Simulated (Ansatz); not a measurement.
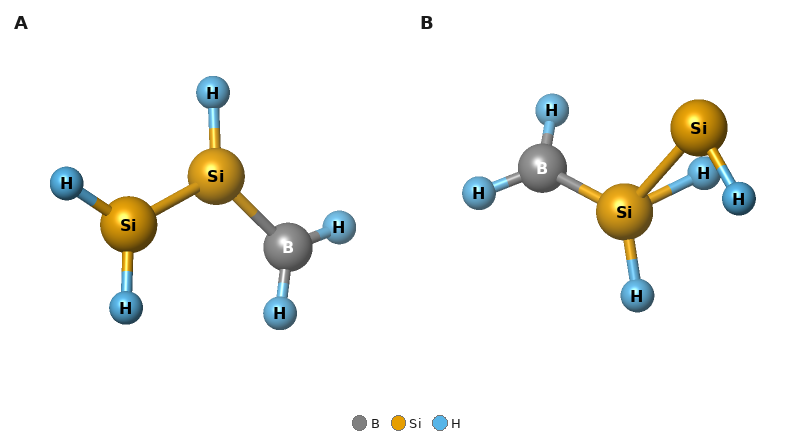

2 stationary structures of one formula. Geometries: PBE-D4/def2-SVP. Electronic energies: PBE-D4/def2-SVP (Ansatz 0.2.0), without zero-point energy. No frequency run is at hand to confirm each as a minimum. Each is one conformer, not always the lowest.

### Which is lowest in energy, and by how much?

A is lowest (Cs); B lies 0.647 eV above it (C1).
